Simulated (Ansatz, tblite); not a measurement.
**Sn31H36 off sphere (Sn31H36): rung by rung**

How do method and basis change the picture of Sn31H36 off sphere (Sn31H36) (singlet)?

The runs use Ansatz 0.2.0, Gaussian basis; as each input shows.

The runs, in order: GFN1-xTB, GFN2-xTB, PBE-D4/def2-SVP, r2SCAN-D4/def2-SVP, LDA/def2-SVP, r2SCAN-D4/def2-mTZVP.

2 further runs of the same task are left out: 1 for a known fault of the program, 1 set aside as unsound or not needed. Runs told in other sessions of the task aren't counted.

**1. The geometry**

The geometry is that of the singlet, from an earlier relaxation (r2SCAN-D4/def2-SVP).

67 atoms, charge 0, spin multiplicity 1.

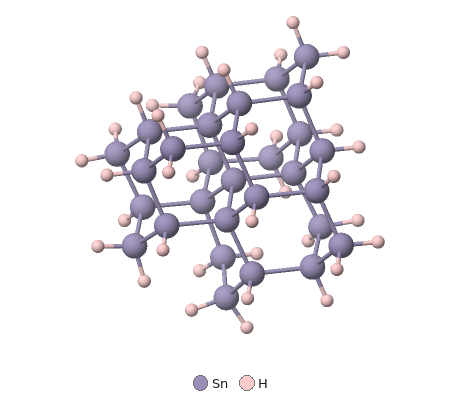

The structure; tin purple, hydrogen pink.

Sn takes a core potential in the def2 sets. No spin-orbit coupling is included.

PBE0-D4/def2-SVP was run before; its log isn't repeated, and its numbers join the tables.

**2. GFN1-xTB**

Tight binding, by tblite at 300 K electronic temperature and without a spin-polarisation term:

```python
tblite.interface.Calculator('GFN1-xTB', numbers, positions, charge=0, uhf=0).singlepoint()
```

Energy -2665.0461 eV, HOMO -10.33 eV, LUMO -9.18 eV; 0.93 s.

**3. GFN2-xTB**

Tight binding, by tblite at 300 K electronic temperature and without a spin-polarisation term:

```python
tblite.interface.Calculator('GFN2-xTB', numbers, positions, charge=0, uhf=0).singlepoint()
```

Energy -2297.2611 eV, HOMO -10.82 eV, LUMO -10.09 eV; 3.2 s.

**4. PBE-D4/def2-SVP**

start.molden holds the orbitals of an earlier run on this state, given as this run's starting guess.

in.yaml

```yaml
crystal:
  periodic: [false, false, false]
  atoms:
    - {symbol: Sn, position_ang: [-4.988567, -1.582946, 2.046005]}
    - {symbol: Sn, position_ang: [-5.030470, 1.883593, -1.532645]}
    - {symbol: Sn, position_ang: [-1.730295, -4.715662, 1.876890]}
    - {symbol: Sn, position_ang: [1.471593, -4.719875, -1.370155]}
    - {symbol: Sn, position_ang: [-1.701378, 1.778079, -4.636769]}
    - {symbol: Sn, position_ang: [1.486865, -1.434954, -4.611786]}
    - {symbol: Sn, position_ang: [-1.767781, -1.435374, -1.346837]}
    - {symbol: Sn, position_ang: [-1.812290, 1.819046, 1.861098]}
    - {symbol: Sn, position_ang: [1.498681, -1.460926, 1.885900]}
    - {symbol: Sn, position_ang: [1.503336, 1.826224, -1.342620]}
    - {symbol: Sn, position_ang: [-1.688065, -1.379564, 5.134893]}
    - {symbol: Sn, position_ang: [-1.872361, 5.038393, -1.464875]}
    - {symbol: Sn, position_ang: [1.644047, 4.991592, 2.109108]}
    - {symbol: Sn, position_ang: [4.762800, -1.447960, -1.370791]}
    - {symbol: Sn, position_ang: [4.817193, 1.735615, 1.871231]}
    - {symbol: Sn, position_ang: [-3.369795, -3.066580, 0.300011]}
    - {symbol: Sn, position_ang: [-3.356018, 0.189885, -3.011671]}
    - {symbol: Sn, position_ang: [-3.378149, 0.172112, 3.522696]}
    - {symbol: Sn, position_ang: [-3.434799, 3.405192, 0.195654]}
    - {symbol: Sn, position_ang: [-0.124021, -3.051314, -2.969764]}
    - {symbol: Sn, position_ang: [-0.114666, -6.347909, 0.270608]}
    - {symbol: Sn, position_ang: [-0.146063, -3.067453, 3.508858]}
    - {symbol: Sn, position_ang: [3.098160, -3.066835, 0.211958]}
    - {symbol: Sn, position_ang: [-0.097856, 0.169090, -6.274130]}
    - {symbol: Sn, position_ang: [-0.143072, 3.426372, -2.975423]}
    - {symbol: Sn, position_ang: [3.106142, 0.166413, -2.964517]}
    - {symbol: Sn, position_ang: [-0.130797, 0.194621, 0.278640]}
    - {symbol: Sn, position_ang: [-0.325036, 3.560975, 3.490245]}
    - {symbol: Sn, position_ang: [3.266622, 0.038993, 3.473852]}
    - {symbol: Sn, position_ang: [3.128431, 3.385879, 0.351571]}
    - {symbol: Sn, position_ang: [6.428255, 0.152000, 0.217750]}
    - {symbol: H, position_ang: [-5.764161, -2.675925, 3.130163]}
    - {symbol: H, position_ang: [-6.225453, -0.737715, 1.202192]}
    - {symbol: H, position_ang: [-5.842119, 2.950594, -2.615504]}
    - {symbol: H, position_ang: [-6.235550, 0.998227, -0.684225]}
    - {symbol: H, position_ang: [-2.738326, -5.699544, 2.881380]}
    - {symbol: H, position_ang: [2.470880, -5.693714, -2.391870]}
    - {symbol: H, position_ang: [-2.709039, 2.792315, -5.611407]}
    - {symbol: H, position_ang: [2.511124, -2.456881, -5.560079]}
    - {symbol: H, position_ang: [-2.619026, -2.305169, 6.251387]}
    - {symbol: H, position_ang: [-0.640441, -0.368336, 6.055282]}
    - {symbol: H, position_ang: [-2.909329, 5.893149, -2.544150]}
    - {symbol: H, position_ang: [-0.996406, 6.210494, -0.560780]}
    - {symbol: H, position_ang: [0.898023, 6.277151, 1.245046]}
    - {symbol: H, position_ang: [2.728688, 5.704447, 3.244208]}
    - {symbol: H, position_ang: [5.712039, -2.459174, -2.404263]}
    - {symbol: H, position_ang: [5.806774, 2.734092, 2.878142]}
    - {symbol: H, position_ang: [-4.361282, -4.058589, -0.712109]}
    - {symbol: H, position_ang: [-4.308620, -0.842738, -4.020685]}
    - {symbol: H, position_ang: [-4.371926, 1.172755, 4.523046]}
    - {symbol: H, position_ang: [-4.433977, 4.397457, 1.198883]}
    - {symbol: H, position_ang: [-1.148740, -4.023767, -3.969413]}
    - {symbol: H, position_ang: [-1.099852, -7.385137, -0.689507]}
    - {symbol: H, position_ang: [0.882782, -7.352703, 1.252157]}
    - {symbol: H, position_ang: [0.869335, -4.057060, 4.499445]}
    - {symbol: H, position_ang: [4.083474, -4.055904, 1.235193]}
    - {symbol: H, position_ang: [-1.083035, -0.807975, -7.294824]}
    - {symbol: H, position_ang: [0.892346, 1.143750, -7.292158]}
    - {symbol: H, position_ang: [0.868791, 4.422514, -3.963056]}
    - {symbol: H, position_ang: [4.087329, 1.185910, -3.960999]}
    - {symbol: H, position_ang: [0.412293, 2.660334, 4.757682]}
    - {symbol: H, position_ang: [-1.414943, 4.670746, 4.233345]}
    - {symbol: H, position_ang: [2.412218, 0.933617, 4.670583]}
    - {symbol: H, position_ang: [4.295407, -1.065068, 4.306377]}
    - {symbol: H, position_ang: [4.111898, 4.416848, -0.629737]}
    - {symbol: H, position_ang: [7.476025, -0.830315, 1.168939]}
    - {symbol: H, position_ang: [7.419851, 1.142790, -0.782775]}
basis:
  gaussian: {orbitals: def2-SVP, fitting: {mean_field: def2-universal-jkfit}, initial_orbitals: start.molden}
hamiltonian: {xc: pbe, dispersion: d4}
scf: {omitted_lower_state_checks: [starts]}
output: {orbitals: {seedname: orbitals}}
```

The run is started by

```console
ansatz run in.yaml --threads 11 --pin off --events-out ev --progress --plain --max-ram 174080MiB --backend cuda --devices 0, --max-vram 75GiB
```

What it wrote:

```text
Functional definition: PBE
  name "PBE"
  cite "Perdew, Burke & Ernzerhof, Phys. Rev. Lett. 77, 3865 (1996) doi:10.1103/PhysRevLett.77.3865"
  parent pbe
  parameter kappa = 0.804
  parameter beta = 0.06672455060314922
  exchange = pbe_x(kappa = kappa, mu = beta*pi^2/3)
  correlation = pbe_c(beta = beta)
these checks for a lower state are left out or cut short: starts
7406 factors; integrals over basis functions are off by at most 3.2e-1 eV
mean field evaluation 1: about -181376.5828 eV, gradient 1.6e1 eV
mean field evaluation 2: about -181377.6139 eV, gradient 8.6e-1 eV
mean field evaluation 4: about -181377.5998 eV, gradient 8.0e-2 eV
mean field evaluation 8: about -181377.5998 eV, gradient 1.1e-5 eV
mean field -181377.59984238 eV, -6665.5038520545 hartree, gradient 1.1e-5 eV, S^2 0.000000; 0 other end points of the search recorded, 0 dependent functions left out
reference -181377.60000114 eV, -6665.5038578889 hartree; 359, 359 occupied and 627, 627 virtual orbitals, 7406 factors
Total energy: -181383.66569198 eV, -6665.7267679157 hartree
Checks for a lower state left out: starts
```

It took 12 s on 1 × H100 with 11 threads of AMD EPYC 7R13, shared host; peak host memory 1.9 GiB.

From the report: HOMO -5.66 eV, LUMO -2.96 eV.

**5. r2SCAN-D4/def2-SVP**

in.yaml: that of step 4 with these lines changed.

```diff
@@ -72,4 +72,4 @@
   gaussian: {orbitals: def2-SVP, fitting: {mean_field: def2-universal-jkfit}, initial_orbitals: start.molden}
-hamiltonian: {xc: pbe, dispersion: d4}
+hamiltonian: {xc: r2scan, dispersion: d4}
 scf: {omitted_lower_state_checks: [starts]}
-output: {orbitals: {seedname: orbitals}}
+output: {forces: true, orbitals: {seedname: orbitals}}
```

The command is unchanged.

What it wrote, cut to the lines that bear on the results:

```text
Functional definition: r2SCAN
  name "r2SCAN"
  cite "Furness, Kaplan, Ning, Perdew & Sun, J. Phys. Chem. Lett. 11, 8208 (2020) doi:10.1021/acs.jpclett.0c02405"
  cite "Furness, Kaplan, Ning, Perdew & Sun, J. Phys. Chem. Lett. 11, 9248 (2020) doi:10.1021/acs.jpclett.0c03077"
  parent r2scan
[...]
7406 factors; integrals over basis functions are off by at most 3.2e-1 eV
[...]
mean field -181450.95337079 eV, -6668.1995445031 hartree, gradient 1.9e-5 eV, S^2 0.000000; 0 other end points of the search recorded, 0 dependent functions left out
[...]
reference -181450.95341676 eV, -6668.1995461922 hartree; 359, 359 occupied and 627, 627 virtual orbitals, 7406 factors
Total energy: -181452.67072635 eV, -6668.2626561558 hartree
Atom 0 at    -4.988567    -1.582946     2.046005 Å, force     0.009983     0.002585    -0.005658 eV/Å
[...]
Atom 58 at     0.868791     4.422514    -3.963056 Å, force    -0.000177    -0.000338    -0.000185 eV/Å
Atom 59 at     4.087329     1.185910    -3.960999 Å, force     0.001084     0.000220    -0.001493 eV/Å
Atom 60 at     0.412293     2.660334     4.757682 Å, force     0.000826    -0.003198     0.003913 eV/Å
Atom 61 at    -1.414943     4.670746     4.233345 Å, force    -0.001092    -0.000043     0.000425 eV/Å
Atom 62 at     2.412218     0.933617     4.670583 Å, force    -0.006255     0.006161     0.004026 eV/Å
Atom 63 at     4.295407    -1.065068     4.306377 Å, force     0.003702    -0.002995     0.006819 eV/Å
Atom 64 at     4.111898     4.416848    -0.629737 Å, force     0.000360    -0.000844    -0.000392 eV/Å
Atom 65 at     7.476025    -0.830315     1.168939 Å, force     0.000843     0.000161    -0.000986 eV/Å
Atom 66 at     7.419851     1.142790    -0.782775 Å, force    -0.000173    -0.000684    -0.000618 eV/Å
Dipole moment:     0.000532    -0.023866    -0.032966 e Å
Checks for a lower state left out: starts
```

Run time: 18 s. Hardware: 1 × H100 with 11 threads of AMD EPYC 7R13, shared host; peak host memory 2.1 GiB.

Report: HOMO -5.88 eV, LUMO -2.82 eV.

**6. LDA/def2-SVP**

in.yaml: that of step 5 with these lines changed.

```diff
@@ -72,4 +72,4 @@
   gaussian: {orbitals: def2-SVP, fitting: {mean_field: def2-universal-jkfit}, initial_orbitals: start.molden}
-hamiltonian: {xc: r2scan, dispersion: d4}
+hamiltonian: {xc: lda}
 scf: {omitted_lower_state_checks: [starts]}
-output: {forces: true, orbitals: {seedname: orbitals}}
+output: {orbitals: {seedname: orbitals}}
```

Same command.

What it wrote:

```text
Functional definition: SPW92
  name "SPW92"
  cite "Dirac, Proc. Camb. Phil. Soc. 26, 376 (1930) doi:10.1017/S0305004100016108"
  cite "Slater, Phys. Rev. 81, 385 (1951) doi:10.1103/PhysRev.81.385"
  cite "Perdew & Wang, Phys. Rev. B 45, 13244 (1992) doi:10.1103/PhysRevB.45.13244"
  exchange = slater_x
  correlation = pw_c
these checks for a lower state are left out or cut short: starts
7406 factors; integrals over basis functions are off by at most 3.2e-1 eV
mean field evaluation 1: about -181092.9786 eV, gradient 3.3e1 eV
mean field evaluation 2: about -181096.2458 eV, gradient 2.3e0 eV
mean field evaluation 4: about -181096.2791 eV, gradient 9.9e-2 eV
mean field evaluation 8: about -181096.2792 eV, gradient 1.6e-5 eV
mean field -181096.27919423 eV, -6655.1655089212 hartree, gradient 1.6e-5 eV, S^2 0.000000; 0 other end points of the search recorded, 0 dependent functions left out
reference -181096.27934187 eV, -6655.1655143468 hartree; 359, 359 occupied and 627, 627 virtual orbitals, 7406 factors
Total energy: -181096.27934187 eV, -6655.1655143468 hartree
Checks for a lower state left out: starts
```

Wall time 12 s (1 × H100 with 11 threads of AMD EPYC 7R13, shared host); peak host memory 1.9 GiB.

From the report: HOMO -5.75 eV, LUMO -3.18 eV.

**7. r2SCAN-D4/def2-mTZVP**

in.yaml: that of step 6 with these lines changed.

```diff
@@ -71,4 +71,4 @@
 basis:
-  gaussian: {orbitals: def2-SVP, fitting: {mean_field: def2-universal-jkfit}, initial_orbitals: start.molden}
-hamiltonian: {xc: lda}
+  gaussian: {orbitals: def2-mTZVP, fitting: {mean_field: def2-universal-jkfit}, initial_orbitals: start.molden}
+hamiltonian: {xc: r2scan, dispersion: d4}
 scf: {omitted_lower_state_checks: [starts]}
```

Launched as before.

What it wrote, cut to the lines that bear on the results:

```text
Functional definition: r2SCAN
  name "r2SCAN"
  cite "Furness, Kaplan, Ning, Perdew & Sun, J. Phys. Chem. Lett. 11, 8208 (2020) doi:10.1021/acs.jpclett.0c02405"
  cite "Furness, Kaplan, Ning, Perdew & Sun, J. Phys. Chem. Lett. 11, 9248 (2020) doi:10.1021/acs.jpclett.0c03077"
  parent r2scan
[...]
7406 factors; integrals over basis functions are off by at most 6.0e-1 eV
[...]
mean field -181453.84908742 eV, -6668.3059601264 hartree, gradient 2.1e-5 eV, S^2 0.000000; 0 other end points of the search recorded, 0 dependent functions left out
reference -181453.84915566 eV, -6668.3059626339 hartree; 359, 359 occupied and 865, 865 virtual orbitals, 7406 factors
Total energy: -181455.56646525 eV, -6668.3690725976 hartree
Checks for a lower state left out: starts
```

It took 15 s on 1 × H100 with 11 threads of AMD EPYC 7R13, shared host; peak host memory 2 GiB.

Report: HOMO -5.96 eV, LUMO -2.92 eV.

**8. Comparison**

```tsv
level	functions	HOMO (eV)	LUMO (eV)	gap (eV)	time
LDA/def2-SVP	986	-5.75	-3.18	2.57	12 s
PBE-D4/def2-SVP	986	-5.66	-2.96	2.70	12 s
r2SCAN-D4/def2-SVP	986	-5.88	-2.82	3.06	18 s
r2SCAN-D4/def2-mTZVP	1224	-5.96	-2.92	3.04	15 s
PBE0-D4/def2-SVP	986	-6.46	-2.28	4.18	28 s
```

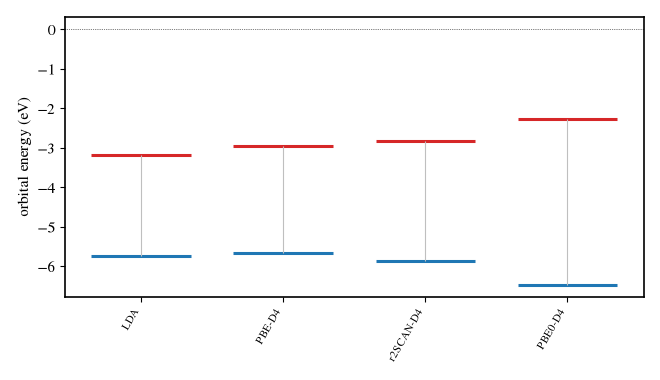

Highest filled (blue) and lowest empty (red) level in def2-SVP.

**9. Binding energy**

Free atoms were run apart at each level; binding is atoms less cluster, divided by the number of atoms, without zero-point or spin-orbit terms.

```tsv
level	binding an atom (eV)
LDA/def2-SVP	2.927
PBE-D4/def2-SVP	2.523
r2SCAN-D4/def2-SVP	2.512
r2SCAN-D4/def2-mTZVP	2.487
PBE0-D4/def2-SVP	2.521
```

**10. Summary of results**

| quantity | value |
| --- | --- |
| gap in def2-SVP, named functionals, smallest and largest | 2.57 eV (LDA), 4.18 eV (PBE0-D4) |
| binding an atom, functionals in def2-SVP | 2.51 (r2SCAN-D4) to 2.93 eV (LDA) |

**Reading.** Orbital gaps of the named functionals in def2-SVP span 2.57 eV (LDA) to 4.18 eV (PBE0-D4); exact exchange widens it.

The slowest run with a step of its own, r2SCAN-D4/def2-SVP, took 18 s; the quickest functional in def2-SVP took 12 s (shared host).
